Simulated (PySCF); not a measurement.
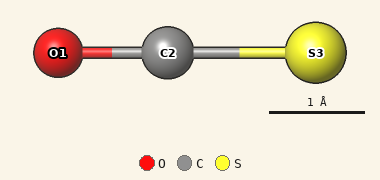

Fig. 1: The structure (ball-and-stick view, seen on its broad side; atoms are numbered from 1 in the order of the input).

Polarizability calculation, with input and output: COS

System: COS.
Method: PBE/pc-2, RKS (PySCF 2.14.0).

The geometry comes from this level: PBE0-D4/def2-TZVP.

**The program's output**
```
converged SCF energy = -511.3287765326
total energy: -511.32877653 hartree
isotropic polarizability 28.1396 bohr^3
```

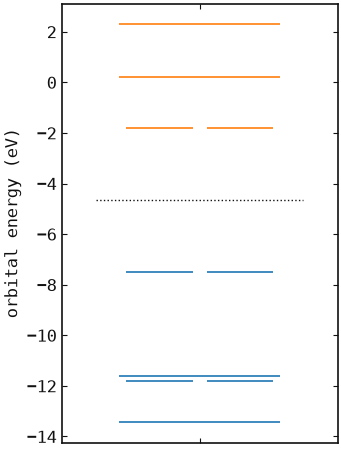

Fig. 2: Orbital energies near the frontier; the dotted line parts filled from empty levels, and levels within 0.02 eV of each other stand side by side. Highest filled −7.48 eV, lowest empty −1.82 eV, 5.66 eV apart.

The run was set up as follows.

**Input file (run.py)**
```python
import numpy
from pyscf import gto, dft
from pyscf.prop.polarizability import rks

system = gto.M(
    atom='O 0.921990 0.684410 0.582150; C 0.096740 0.071800 0.061080; S -1.018720 -0.756210 -0.643230',
    basis='pc-2',
    max_memory=1860,
    charge=0,
    verbose=3,
)

calc0 = dft.RKS(system)
calc0.xc = 'pbe'
calc0.grids.level = 4
calc0.conv_tol = 1e-10
calc0.kernel()
if not calc0.converged:
    calc0 = calc0.newton().run(calc0.mo_coeff, calc0.mo_occ)

e_final = calc0.e_tot
print(f'total energy: {e_final:.8f} hartree')
pol = rks.Polarizability(calc0)
alpha = pol.polarizability()
print('isotropic polarizability %.4f bohr^3' % (numpy.trace(alpha) / 3))
alpha_w = pol.polarizability_with_freq(freq=0.0774)
```

Command:
```bash
OMP_NUM_THREADS=1 python run.py
```

**Key numbers**

| quantity | value |
| --- | --- |
| outcome | converged |
| total energy | −511.328777 hartree |
| basis functions | 94 |
| HOMO | −7.48 eV |
| LUMO | −1.82 eV |
| dipole moment | 0.66 D |
| hardware | 1 thread of Arm Neoverse V2, 24 GiB of memory available, shared host |
| wall time | 5.6 min |
| peak memory | 0.51 GiB |
